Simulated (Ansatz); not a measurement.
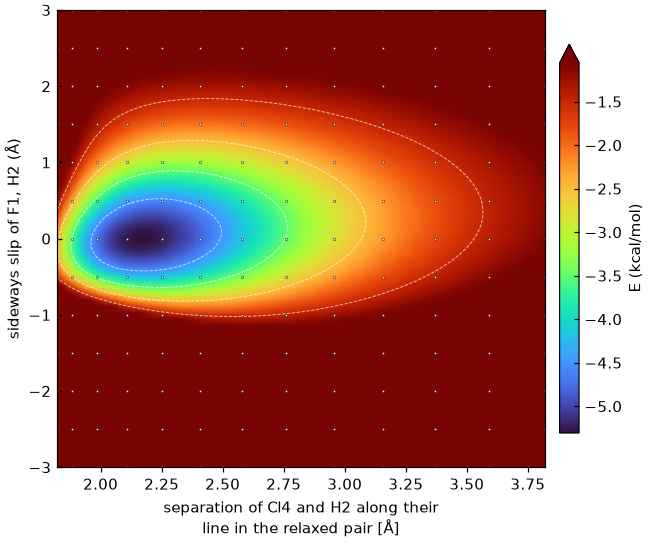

The pair FH···CH₃Cl. Coordinates scanned: (1) separation of Cl4 and H2 along their line in the relaxed pair; (2) sideways slip of F1, H2. Nothing is relaxed (both partners rigid). The scan uses a 13 × 13 grid. Points are written as (first, second). Energies are in kcal/mol, from the two partners far apart, frozen as in the relaxed pair, each in its own basis (no counterpoise correction). Computed with Ansatz 0.2.0, RKS PBE0-D4/def2-TZVPD.

Drawn: a smooth colour map with a few white contour lines, dots at the grid points, one colour for all values above the top of the scale. Between grid points the surface is interpolated.

> Where is the minimum, and how stiff is the well along each coordinate?

The interpolated minimum is at the first coordinate ≈ 2.168 Å, sideways slip of F1, H2 ≈ 0.00 Å. The curvatures there are about 1.2 eV/Å² and 0.36 eV/Å², with a cross term of about −0.093 eV/Å². Round the minimum the two coordinates are weakly coupled (coupling −0.14 in units of the two stiffnesses). (1 eV is 23.1 kcal/mol.)
